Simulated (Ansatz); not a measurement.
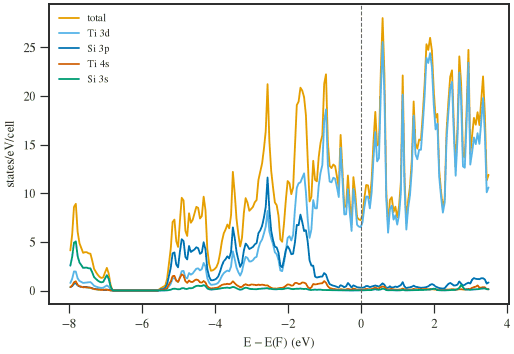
Total and projected density of states of Ti5Si3 in space group P6_3/mcm (No. 193; Ti on 4d, Ti on 6g, Si on 6g), r²SCAN (plane waves, PAW; program Ansatz)

Question: Which orbitals carry the states next to the Fermi level?

Answer: Within 0.5 eV of the Fermi level: Ti 3d 90 %. Projections are on Löwdin-orthogonalised atomic valence shells; empty p or d shells of many metals are not among them.

Question: Where is the tallest occupied peak in this window, and what makes it?

Answer: Near -0.9 eV, about 22 states/eV per cell; the largest projected share is Ti 3d.

The workflow started from a Materials Project entry (that database holds measured and hypothetical structures alike); the Crystallography Open Database files this formula in space group No. 193, but the cells were not matched. Whether it is the stable phase at ambient conditions was not checked. The r²SCAN relaxation kept the symmetry of its start; its stability against distortions is not shown here. The run is not spin-polarised.

Potentials: the earlier of the program's two PAW sets.
